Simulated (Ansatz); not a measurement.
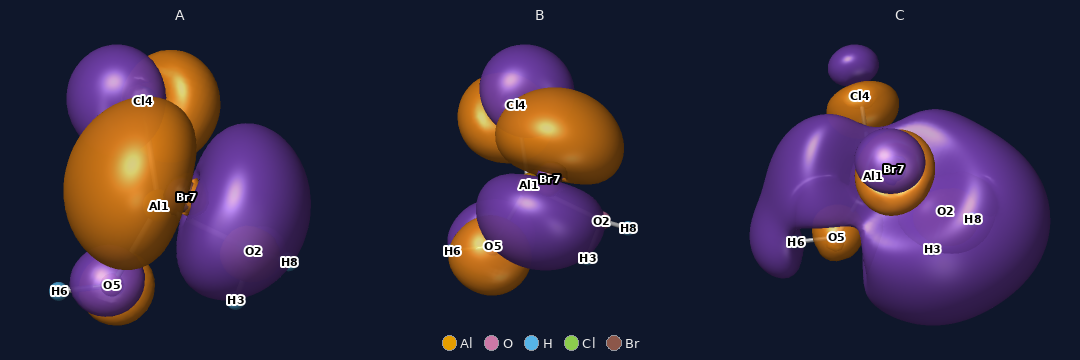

Figure. AlBrClH3O2. Three frontier orbitals at ±0.06 Å⁻³ᐟ² (orange and purple are the two phases), in no order.

These are results of RKS r2SCAN-D4/def2-SVP in Ansatz, not measurements.

```xyz
8

Al    0.1085    0.5262    0.0270
O     0.1459   -0.0348    1.8982
H    -0.7332   -0.4545    1.9812
Cl    1.7418   -0.3500   -0.9849
O    -1.4440   -0.2055   -0.0989
H    -1.9295   -0.3928   -0.9063
Br    0.2301    2.7878    0.3490
H     0.1689    0.7222    2.5083
```

Q: Order the three orbitals by energy and name them.

A: A is the HOMO−1 (−7.25 eV). It lies mainly on Br7 (about 80 %) and Cl4 (about 10 %); largely a lone pair of Br7. B is the HOMO (−6.95 eV). It lies mainly on Br7 (about 60 %), Cl4 (about 15 %) and O5 (about 15 %). C is the LUMO (−0.42 eV). It lies mainly on Al1 (about 20 %), H8 (about 20 %), O2 (about 20 %), H3 (about 15 %) and Br7 (about 10 %).

Q: What is the HOMO–LUMO gap?

A: 6.53 eV between the orbital energies.
